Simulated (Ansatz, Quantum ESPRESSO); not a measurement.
# WSi2N4, 1 layer: the energy at a withheld member of a series

How the rows were computed: Quantum ESPRESSO 7.5, PBE, GBRV ultrasoft. Cell and atoms are first relaxed; each strained cell is then held and the atoms relax in it. A periodic run with 15 Å of vacuum in the starting cell gives the vacuum levels, and bands follow along a path. The series steps biaxial strain. Energies count from the lowest.

```
biaxial strain  energy (eV)
          -4 %       0.5806
          -3 %       0.3218
          -1 %       0.0359
           0 %       0.0000
           1 %       0.0296
           2 %       0.1205
           3 %       0.2686
           4 %       0.4700
```

To predict: What is the energy at −2 %?

**Worked estimate.** The rows at -3 % and -1 % give a slope of (0.0359 − (0.3218))/(−1 − (−3)) = −0.1429, so a straight line gives 0.1788 eV. A parabola through these and the row at -4 % gives 0.1402 eV.

**Check.** 0.1417 eV. The line misses by +0.0371 and the parabola by −0.0015 eV. The parabola does better.

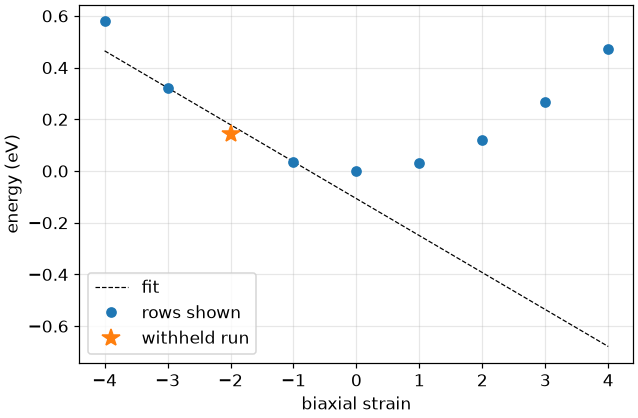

The rows shown, the fit and the withheld run.

Caveats: Semilocal gaps are too small; the 1×1 cell can't ripple over many cells under compression as a free sheet would. No spin-orbit coupling.

[Logs are printed without paths, hosts, clocks, repeated set-up lines and the standing remarks that a program may print on its own settings, such as how far it seeks lower states.]
